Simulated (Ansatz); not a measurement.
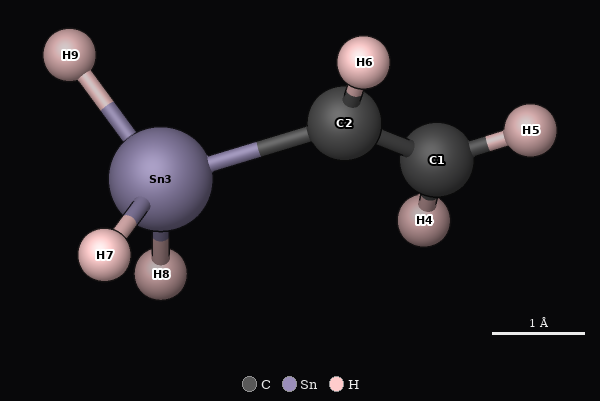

Fig. 1: The structure (ball-and-stick view, seen at a tilt; atoms are numbered from 1 in the order of the input). Sticks mark near contacts. Bond lengths as drawn: C–C 1.33 Å, C–H 1.09 Å, C–Sn 2.12 Å and H–Sn 1.71 Å.

**What a change does: single-point calculation on C₂H₆Sn**

System: C₂H₆Sn, SMILES C=[CH][SnH3].
Method of run A: RKS wB97M-V/def2-SVP (Ansatz 0.2.0).

The geometry comes from this level: PBE0-D4/def2-TZVP. Text and figures count atoms from 1; the logs count them from 0 in places.

### Input, run A
```yaml
crystal:
  periodic: [false, false, false]
  atoms:
    - {symbol: C, position_ang: [-0.820649, 0.882866, -1.130094]}
    - {symbol: C, position_ang: [0.134455, 0.815762, -0.210600]}
    - {symbol: Sn, position_ang: [0.550810, -0.958283, 0.881409]}
    - {symbol: H, position_ang: [-1.448190, 0.031415, -1.379661]}
    - {symbol: H, position_ang: [-1.023132, 1.798151, -1.681829]}
    - {symbol: H, position_ang: [0.728250, 1.704242, -0.007399]}
    - {symbol: H, position_ang: [2.163020, -1.459547, 0.619731]}
    - {symbol: H, position_ang: [-0.528822, -2.163428, 0.335577]}
    - {symbol: H, position_ang: [0.332758, -0.697479, 2.555768]}
basis:
  gaussian: {orbitals: def2-SVP}
hamiltonian: {xc: {name: wB97M-V}}
output: {orbitals: {seedname: orbitals}}
```

Hardware: 2 CPU threads, shared host.

### Output (run A)
```
Functional definition: wB97M-V
  parameter omega = 0.3/bohr
  parameter cx = 0.15
  parameter cx01 = 1.007
  parameter cx10 = 0.259
  parameter css00 = 0.443
  parameter css04 = -1.437
  parameter css10 = -4.535
  parameter css20 = -3.390
  parameter css43 = 4.278
  parameter cos00 = 1.000
  parameter cos10 = 1.358
  parameter cos20 = 2.924
  parameter cos21 = -8.812
  parameter cos60 = -1.390
  parameter cos61 = 9.142
  parameter b = 6.0
  parameter c = 0.01
  gx(w, u) = 1 - cx + cx01*u + cx10*w
  gss(w, u) = css00 + css04*u^4 + css10*w + css20*w^2 + css43*w^4*u^3
  gos(w, u) = cos00 + cos10*w + (cos20 + cos21*u)*w^2 + (cos60 + cos61*u)*w^6
  exchange = spin_sum(e_x_unif_sr(omega)*gx(b97_w, b97_u_x)) + cx*exact_x_sr(omega) + exact_x_lr(omega)
  correlation = spin_sum(e_c_pw_mod_same_spin*gss(b97_w, b97_u_same))
      + integral(e_c_pw_mod_opposite_spin*gos(b97_w_opposite, b97_u_opposite)) + vv10(b, c)
1004 factors; their error is unknown
263 factors; integrals over basis functions are off by at most 8.9e-6 eV
mean field evaluation 1: about -7994.6193 eV, gradient 2.9e1 eV
mean field evaluation 2: about -7995.7276 eV, gradient 2.2e1 eV
mean field evaluation 4: about -7996.9529 eV, gradient 1.2e0 eV
mean field evaluation 8: about -7996.9879 eV, gradient 1.9e-2 eV
mean field -7996.98789625 eV, -293.8838846339 hartree, gradient 2.1e-5 eV, S^2 0.000000; 0 other end points of the search recorded, 0 dependent functions left out
reference -7996.98794316 eV, -293.8838863582 hartree; 20, 20 occupied and 64, 64 virtual orbitals, 1004 factors
Total energy: -7996.98794316 eV, -293.8838863582 hartree
```

The input of run B differs as follows (lines with − go, lines with + come):
```diff
-  gaussian: {orbitals: def2-SVP}
+  gaussian: {orbitals: "def2-QZVPP.json"}
```

Predict how the results change.

The total energy of run B is 70.0 kcal/mol lower, which measures the change of basis and not a stability. The HOMO goes from −10.08 to −10.16 eV. The LUMO goes from 2.04 to 1.33 eV. The basis functions go from 84 to 376.

### Output (run B)
```
Functional definition: wB97M-V
  parameter omega = 0.3/bohr
  parameter cx = 0.15
  parameter cx01 = 1.007
  parameter cx10 = 0.259
  parameter css00 = 0.443
  parameter css04 = -1.437
  parameter css10 = -4.535
  parameter css20 = -3.390
  parameter css43 = 4.278
  parameter cos00 = 1.000
  parameter cos10 = 1.358
  parameter cos20 = 2.924
  parameter cos21 = -8.812
  parameter cos60 = -1.390
  parameter cos61 = 9.142
  parameter b = 6.0
  parameter c = 0.01
  gx(w, u) = 1 - cx + cx01*u + cx10*w
  gss(w, u) = css00 + css04*u^4 + css10*w + css20*w^2 + css43*w^4*u^3
  gos(w, u) = cos00 + cos10*w + (cos20 + cos21*u)*w^2 + (cos60 + cos61*u)*w^6
  exchange = spin_sum(e_x_unif_sr(omega)*gx(b97_w, b97_u_x)) + cx*exact_x_sr(omega) + exact_x_lr(omega)
  correlation = spin_sum(e_c_pw_mod_same_spin*gss(b97_w, b97_u_same))
      + integral(e_c_pw_mod_opposite_spin*gos(b97_w_opposite, b97_u_opposite)) + vv10(b, c)
1170 factors; their error is unknown
321 factors; integrals over basis functions are off by at most 1.1e-5 eV
mean field evaluation 1: about -7996.0541 eV, gradient 4.1e1 eV
mean field evaluation 2: about -7997.4178 eV, gradient 3.3e1 eV
mean field evaluation 4: about -7999.9768 eV, gradient 1.8e0 eV
mean field evaluation 8: about -7999.9862 eV, gradient 1.0e-1 eV
mean field evaluation 16: about -8000.0221 eV, gradient 8.0e-5 eV
mean field -8000.02207680 eV, -293.9953887126 hartree, gradient 2.8e-5 eV, S^2 0.000000; 0 other end points of the search recorded, 0 dependent functions left out
reference -8000.02214650 eV, -293.9953912740 hartree; 20, 20 occupied and 356, 356 virtual orbitals, 1170 factors
Total energy: -8000.02214650 eV, -293.9953912740 hartree
```

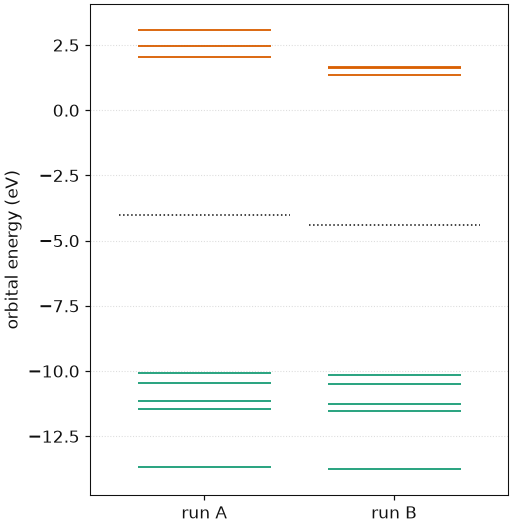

Fig. 2: The five highest filled and three lowest empty orbital energies of the two runs; the dotted lines part filled from empty levels. The HOMO–LUMO gap is 12.11 eV in run A and 11.49 eV in run B.

### The two runs side by side

| quantity | run A | run B |
| --- | --- | --- |
| outcome | converged | converged |
| total energy (hartree) | −293.883886 | −293.995391 |
| HOMO (eV) | −10.08 | −10.16 |
| LUMO (eV) | 2.04 | 1.33 |
| basis functions | 84 | 376 |
| wall time (shared host) | 1.9 s | 9 s |
